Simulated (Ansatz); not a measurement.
## Electronic structure of ClF₂H₂Si₂ (SMILES F[Si](F)([SiH2])Cl) (doublet) in real space

Input file:

```
crystal:
  periodic: [false, false, false]
  atoms:
    - {symbol: Cl, position_ang: [-0.239101, -0.507881, -3.170663]}
    - {symbol: F, position_ang: [-1.790825, 0.993019, -1.141190]}
    - {symbol: F, position_ang: [-0.176949, -0.792132, -0.221969]}
    - {symbol: Si, position_ang: [-0.319418, 0.378104, -1.308963]}
    - {symbol: Si, position_ang: [1.291141, 2.013305, -0.961223]}
    - {symbol: H, position_ang: [1.134475, 3.158027, -1.898251]}
    - {symbol: H, position_ang: [2.670343, 1.459247, -1.022651]}
basis:
  gaussian: {orbitals: def2-TZVPD}
magnetization: {spin_polarized: true, initial_magnetization: 1}
hamiltonian: {xc: pbe0}
output: {forces: true, orbitals: {seedname: orbitals}}
```

Run with:

```sh
ansatz run input.yaml --threads 2 --pin off --max-ram 4350MiB --events-out events.jsonl --progress --plain --runs-dir runs
```

Geometry: B3LYP/6-31G*.

Level of theory: Ansatz, isolated molecule in a Gaussian basis; Kohn-Sham density functional theory, functional PBE0.

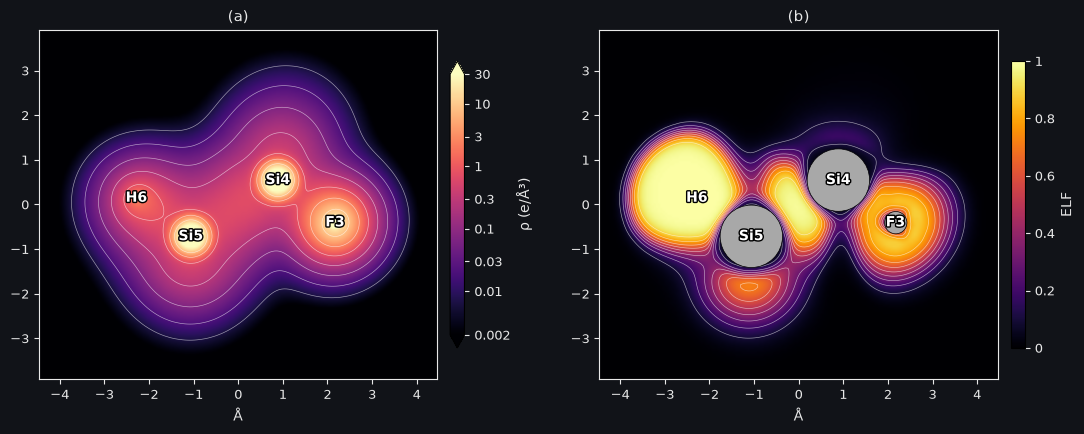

Figure 1. (a) electron density; (b) ELF on the plane of atoms Si4, Si5 and H6. Grey discs cover the atomic cores in the ELF map.

**What does the map show?**

The plane passes through F, Si and H nuclei.
Si–F (1.60 Å): the density is about 1.2 e/Å³ at the midpoint; the ELF peaks at about 0.85 in the valence shell of F, 0.6 Å from its nucleus, and is about 0.55 at the midpoint.
Si–Si (2.32 Å): ρ at the midpoint is about 0.66 e/Å³; the ELF peaks at about 1 between the atoms (a covalent bond).
Si–H (1.49 Å): the density is about 0.81 e/Å³ at the midpoint; the ELF climbs to about 1 towards the hydrogen, as it does in any bond to H.
The ELF also peaks beside F3, away from the bonds: non-bonding electrons, paired or unpaired.

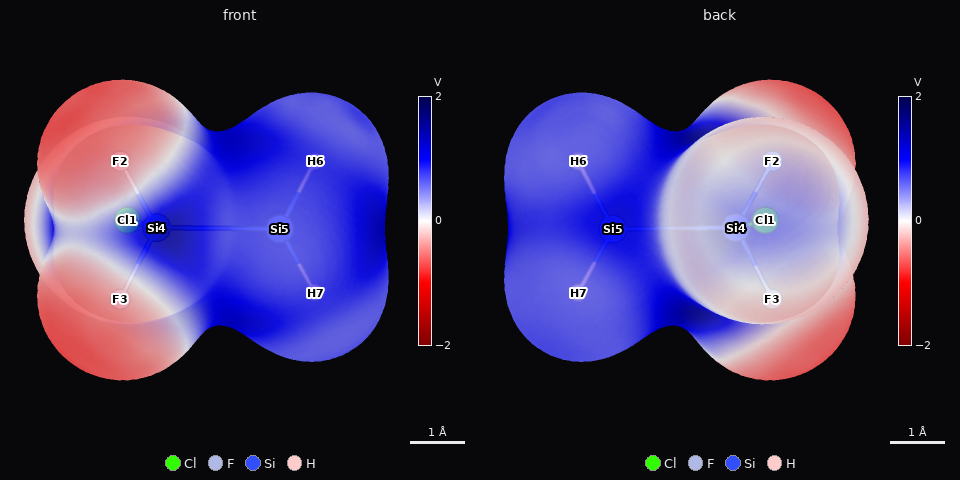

Figure 2. The molecular electrostatic potential painted on the density surface at 0.002 e/bohr³, seen from the front and from behind; red is negative and blue positive.

**Where is the surface potential most negative and most positive?**

The most negative region (about −0.7 V) lies over F2 and F3, the most positive (about +1.5 V) over Si4. Cl1 shows a σ-hole: about +0.4 V at the tip opposite its bond, against about −0.1 V on its flanks.

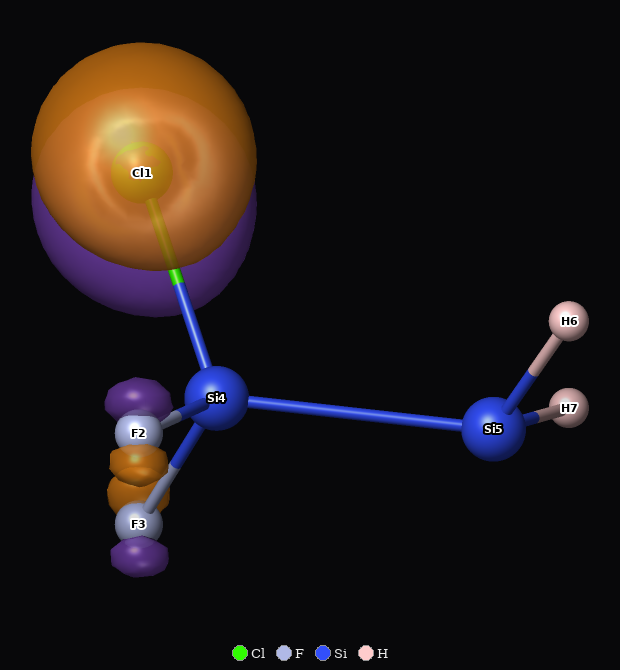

Figure 3. The HOMO−1 (β) at ±0.2 Å⁻³ᐟ² (orange and purple are the two phases), seen from one side.

**Describe this orbital and give its energy.**

It lies mainly on Cl1 (about 85 %); largely a lone pair of Cl1. Its energy is −9.88 eV.
